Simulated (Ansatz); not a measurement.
One crystal and one scan (scan of one atom of the cell) at two levels, PBE (plane waves to 420 eV, PAW, scalar-relativistic; Ansatz, a program for electronic structure) and r2SCAN (plane waves to 500 eV, PAW, scalar-relativistic; Ansatz), each from its own relaxed cell and on its own mesh. The cell shown is that of PBE.

Starting cell, MoSi₂ (MoSi2 type, space group I4/mmm):

```
CELL_PARAMETERS angstrom
     -1.60850     1.60850     3.93661
      1.60850    -1.60850     3.93661
      1.60850     1.60850    -3.93661
ATOMIC_POSITIONS crystal
  Mo 0.00000 0.00000 0.00000
  Si 0.33511 0.33511 0.00000
  Si 0.66489 0.66489 0.00000
```

In each cell atom 1 (Mo, nearest neighbour Si at 2.619 Å; its periodic images, 3.2 Å or more away, move with it) moves by s·(-0.614, -0.614, -0.496) (towards the nearest neighbour), the rest being held.

The energy includes the smearing's −TS. MoSi2 is run without spin polarisation. MoSi2 was relaxed with its symmetry unable to fall. The PAW data are Ansatz's earlier set. (PBE) Left out: 4 of 11 points, with atoms too close for the PAW data. (r2SCAN) Left out: 4 of 11 points, with atoms too close for the PAW data. With partly filled bands, energies and forces of such displacements shift with the k mesh and the smearing. Percentages come from the unrounded values.

```
quantity                                                            PBE  r2SCAN     PBE − r2SCAN
----------------------------------------------------------------  -----  ------  ---------------
Lattice constant a (Å)                                            3.217   3.202  +0.015 (+0.5 %)
Lattice constant c (Å)                                            7.873   7.819  +0.054 (+0.7 %)
Relaxed volume (Å³/atom)                                          13.58   13.36   +0.22 (+1.6 %)
Force constant k = d²E/ds² at s = 0 (finite differences) (eV/Å²)  10.04   10.98   -0.94 (-8.6 %)
```

PBE gives the higher value for: lattice constant a; lattice constant c; relaxed volume. PBE gives the lower value for: force constant k = d²E/ds² at s = 0. Both give the same shape of the curve: a single well with its minimum at or next to zero displacement. Neither level is exact: the differences show how much the result hangs on the functional.

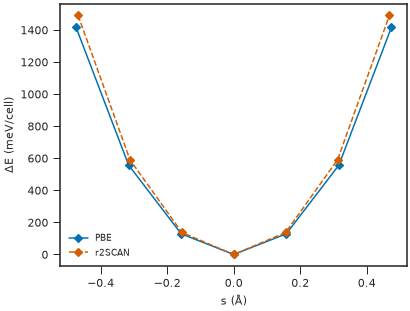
Fig. 1. ΔE, each from the undisplaced structure of its own level.

(A displaced cell: forces are minus the slopes of the energy, force constants its curvatures, and phonons follow from these.)
